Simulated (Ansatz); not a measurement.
AlF$_{3}$

The calculation's input:

```
crystal:
  periodic: [false, false, false]
  atoms:
    - { symbol: Al, position_ang: [0.0, 0.0, 0.0] }
    - { symbol: F, position_ang: [0.0, 0.0, 1.69] }
    - { symbol: F, position_ang: [1.4635, 0.0, -0.845] }
    - { symbol: F, position_ang: [-1.4635, 0.0, -0.845] }
basis:
  gaussian: { orbitals: def2-mTZVP }
hamiltonian:
  xc: r2scan
  dispersion: d4
relax:
  f_tol: 0.02
  max_steps: 40
output:
  orbitals: {}
```

Command:

```sh
ansatz run input.yaml --threads 2 --pin off --max-ram 3072MiB --backend cpu --events-out ev --progress --plain --runs-dir out
```

The fields are those of the relaxed geometry.

Theory: RKS r2SCAN-D4/def2-mTZVP (Ansatz 0.2.0).

**Predict the electron density and electron localisation function between the atoms.**

Al–F (1.63 Å): the density is about 0.94 e/Å³ at the midpoint; the ELF peaks at about 0.85 in the valence shell of F, 0.6 Å from its nucleus, and is about 0.40 at the midpoint.

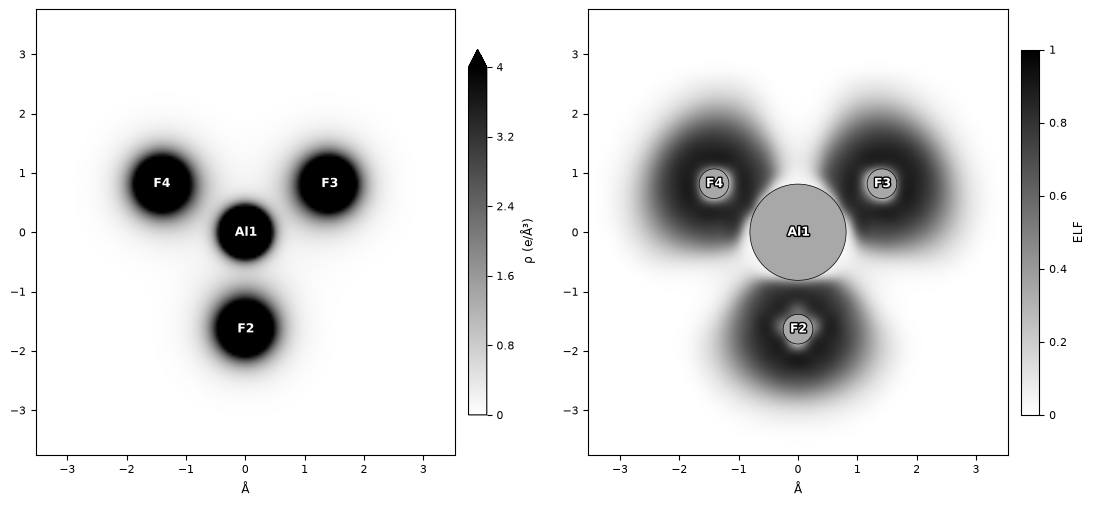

Computed electron density and electron localisation function on the molecular plane, in this order. Grey discs cover the atomic cores in the ELF map. 
